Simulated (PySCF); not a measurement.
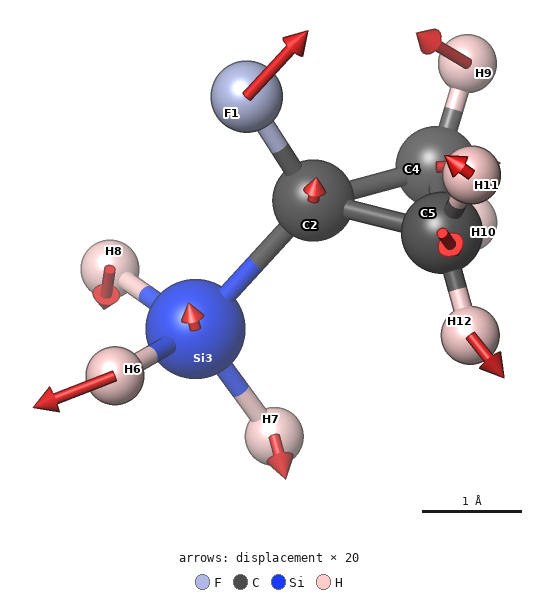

A relaxation of C₃H₇FSi. The starting structure is drawn; red arrows show the displacements, 20 times their true length. The two geometries are superimposed by the best rigid fit.

The picture is a ball-and-stick view, seen from a free direction.

The start comes from GFN2-xTB. Its atoms were then displaced at random by about 0.01 Å.

These are results of PBE0-D3(BJ)/def2-SVP geometry optimisation, gas phase in PySCF 2.14.0, density-fitted response routines, not measurements. 

Question: What did the optimiser do to the structure, and how much energy did it gain?

Answer: F1 moves most after the best rigid fit: 0.048 Å. By element the largest moves are F 0.048 Å, H 0.045 Å, C 0.034 Å, Si 0.015 Å. Among the contacts that change: C2–C4 1.468 → 1.499 Å, Si3–H6 1.462 → 1.492 Å, C5–H11 1.067 → 1.093 Å, C5–H12 1.080 → 1.094 Å. Bond angles that change, for instance: C2–C4–H9 119.3° → 115.0°, H9–C4–H10 111.5° → 114.9°, C2–C5–H11 118.1° → 115.2°. The energy falls by 1.65 kcal/mol in 3 geometry steps.
